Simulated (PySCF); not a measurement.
FH$_{5}$SeSi, SMILES `[SiH3]F.[SeH2]`.

Computed with PySCF, PBE0/def2-SVP, geometry: an unrelaxed start of a pair search. Without diffuse functions Rydberg states are missing, so the states' numbers hold for this basis only.

Coordinates in Å:

```
Si1     -2.6025    0.3735    0.0203
F2      -1.6991   -0.9620   -0.0340
H3      -3.8381    0.0102   -0.6519
H4      -1.8170    1.3717   -0.6840
H5      -2.7610    0.6407    1.4408
Se6      1.6891    0.0795   -0.0354
H7       0.7031   -0.9504   -0.1773
H8       2.0106   -0.3484    1.2974
```

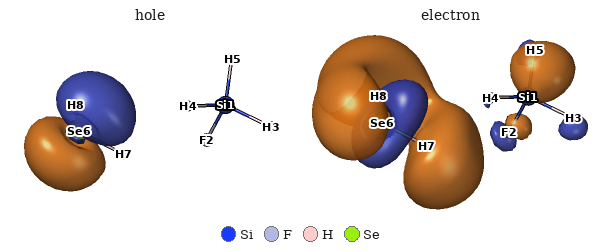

Leading natural transition orbital pair of S₃ (TDA singlet states); the surfaces enclose about 78 % of each orbital's density.

Give its energy and the atoms that hole and electron lie on.

7.03 eV (176 nm), f = 0.002; the leading pair carries 100 %; hole on Se6 (91 %), electron on Se6 (41 %), H7 (24 %) and H8 (20 %); their centroids lie 1.0 Å apart. In canonical orbitals it is mainly HOMO → LUMO+2 (94 %). The HOMO–LUMO gap is 6.90 eV.

The PySCF run took 95 s on 1 thread of Arm Neoverse V1 (shared host), peak memory 0.52 GiB.
